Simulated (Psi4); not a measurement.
**AlH2O (SMILES [O][AlH2]): UMN15/cc-pVQZ (density fitting, sweep point 5)**

What is the vertical ionisation energy of AlH2O at UMN15/cc-pVQZ (density fitting, sweep point 5)? 

The results are computed with Psi4 1.11.

## Step 1: The structure to begin with

The species is AlH2O (4 atoms), meant as a doublet with charge 0. As SMILES, `[O][AlH2]`. The shape is that of a PBE0-D4/def2-TZVP optimisation.

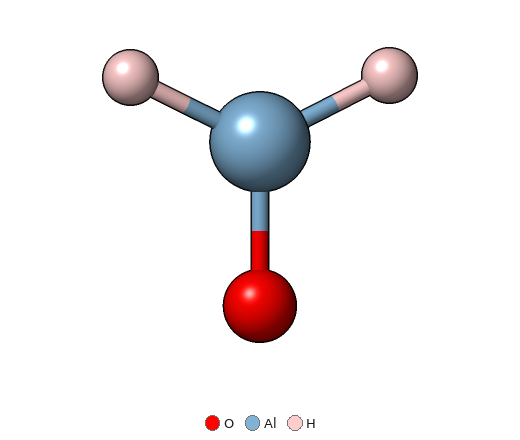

The structure, seen from a chosen angle (oxygen red, aluminium light blue, hydrogen pink).

## Step 2: A single-point energy at UMN15/cc-pVQZ (density fitting, sweep point 5)

Contents of alh2o.dat:

```
memory 1600 mb

molecule {
  0 2
  O      0.062600    -0.856300     1.401400
  Al     0.011300     0.029900    -0.080400
  H     -1.149600    -0.360800    -1.076000
  H      1.131100     1.126800    -0.265300
  symmetry c1
}

set reference uks
set puream true
set scf_type df
set dft_radial_points 99
set dft_spherical_points 590
set maxiter 150

result = energy("mn15/cc-pVQZ")
```

Launch:

```sh
$ psi4 alh2o.dat alh2o.out -n 1
```

alh2o.out:

```text
[...]
  Running in c1 symmetry.
[...]
  Nuclear repulsion =   43.785130971524083
[...]
  Multiplicity = 2
[...]
  Nalpha       = 12
  Nbeta        = 11
[...]
    Number of basis functions: 174
[...]
   @DF-UKS iter   1:  -318.19097443820112   -3.27787e-01   5.55489e-03 ADIIS/DIIS
[...]
   @DF-UKS iter  11:  -318.68149384407070   -9.63495e-08   5.02806e-07 DIIS
[...]
   @S^2 Observed:                7.539131178E-01
[...]
    Orbital Energies [Eh]
    ---------------------
    Alpha Occupied:
       1A    -55.297902     2A    -18.859319     3A     -4.087031
       4A     -2.777799     5A     -2.769820     6A     -2.768560
       7A     -0.999953     8A     -0.477251     9A     -0.451702
      10A     -0.403815    11A     -0.402496    12A     -0.353993
    Alpha Virtual:
      13A     -0.035050    14A      0.027515    15A      0.041925
      16A      0.097866    17A      0.100910    18A      0.131004
      19A      0.141986    20A      0.147176    21A      0.167110
      22A      0.192113    23A      0.225481    24A      0.267977
      25A      0.284937    26A      0.317644    27A      0.346416
[...]
  @DF-UKS Final Energy:  -318.68149384407070
   => Energetics <=
    Nuclear Repulsion Energy =             43.7851309715240831
    One-Electron Energy =                -528.8697975125630819
    Two-Electron Energy =                 182.2828048522356994
    DFT Exchange-Correlation Energy =     -15.8796321552674424
    Empirical Dispersion Energy =           0.0000000000000000
    VV10 Nonlocal Energy =                  0.0000000000000000
    Total Energy =                       -318.6814938440707010
[...]
 Multipole Moments:
 ------------------------------------------------------------------------------------
     Multipole            Electronic (a.u.)      Nuclear  (a.u.)        Total (a.u.)
 ------------------------------------------------------------------------------------
 L = 1.  Multiply by 2.5417464519 to convert [e a0] to [Debye]
 Dipole X            :          0.0356709           -0.0547747           -0.0191037
 Dipole Y            :         -0.6103336            0.9427464            0.3324128
 Dipole Z            :          1.0200473           -1.5760525           -0.5560052
 Magnitude           :                                                    0.6480779
[...]
```

Run time: 74 s. Hardware: 1 thread of AMD EPYC 7B13 (Zen 3), shared host; peak memory 1.1 GiB.

## Step 3: The singlet cation at the same level

Contents of job.dat:

```
memory 1600 mb

molecule geom {
  1 1
  O      0.062600    -0.856300     1.401400
  Al     0.011300     0.029900    -0.080400
  H     -1.149600    -0.360800    -1.076000
  H      1.131100     1.126800    -0.265300
  symmetry c1
}

set basis cc-pVQZ
set puream true
set scf_type df
set dft_radial_points 99
set dft_spherical_points 590

E = energy('mn15')
print_variables()
```

Launch:

```sh
$ psi4 -i job.dat -o job.out -n 1
```

job.out:

```text
[...]
  Running in c1 symmetry.
[...]
  Nuclear repulsion =   43.785130971524083
[...]
  Multiplicity = 1
[...]
  Nalpha       = 11
  Nbeta        = 11
[...]
    Number of basis functions: 174
[...]
   @DF-RKS iter   1:  -317.67601161352070    1.87176e-01   5.49845e-03 DIIS/ADIIS
[...]
   @DF-RKS iter  10:  -318.22498274788296   -4.53442e-07   5.90471e-07 DIIS
[...]
    Orbital Energies [Eh]
    ---------------------
    Doubly Occupied:
       1A    -55.587903     2A    -19.189280     3A     -4.376107
       4A     -3.065611     5A     -3.058888     6A     -3.058719
       7A     -1.273176     8A     -0.751088     9A     -0.680171
      10A     -0.676935    11A     -0.648088
[...]
  @DF-RKS Final Energy:  -318.22498274788296
   => Energetics <=
    Nuclear Repulsion Energy =             43.7851309715240831
    One-Electron Energy =                -522.1142861156887420
    Two-Electron Energy =                 175.7818451357429694
    DFT Exchange-Correlation Energy =     -15.6776727394612614
    Empirical Dispersion Energy =           0.0000000000000000
    VV10 Nonlocal Energy =                  0.0000000000000000
    Total Energy =                       -318.2249827478829616
[...]
 Multipole Moments:
 ------------------------------------------------------------------------------------
     Multipole            Electronic (a.u.)      Nuclear  (a.u.)        Total (a.u.)
 ------------------------------------------------------------------------------------
 L = 1.  Multiply by 2.5417464519 to convert [e a0] to [Debye]
 Dipole X            :          0.0097983           -0.0547747           -0.0449764
 Dipole Y            :         -0.1651854            0.9427464            0.7775610
 Dipole Z            :          0.2757884           -1.5760525           -1.3002641
 Magnitude           :                                                    1.5156882
[...]
```

Wall time 40 s (1 thread of AMD EPYC 7B13 (Zen 3), shared host); peak memory 1.1 GiB.

## Step 4: Outcome

At UMN15/cc-pVQZ (density fitting, sweep point 5):

| quantity | value |
| --- | --- |
| doublet AlH2O: total energy | -318.68149 Eh |
| doublet AlH2O: dipole moment | 1.65 D |
| doublet AlH2O: HOMO energy (highest over α and β) | -9.63 eV |
| doublet AlH2O: LUMO energy (lowest over α and β) | -3.52 eV |
| doublet AlH2O: ⟨S²⟩ | 0.754 |
| singlet cation: total energy | -318.22498 Eh |
| singlet cation: HOMO energy | -17.64 eV |
| singlet cation: LUMO energy | -13.76 eV |
| singlet cation: HOMO–LUMO gap | 3.88 eV |
| vertical ionisation energy (to the singlet cation) | 12.422 eV |

Removing an electron at fixed nuclei costs 12.42 eV (286 kcal/mol). Only the singlet of the ionised species was computed; a triplet could lie lower.
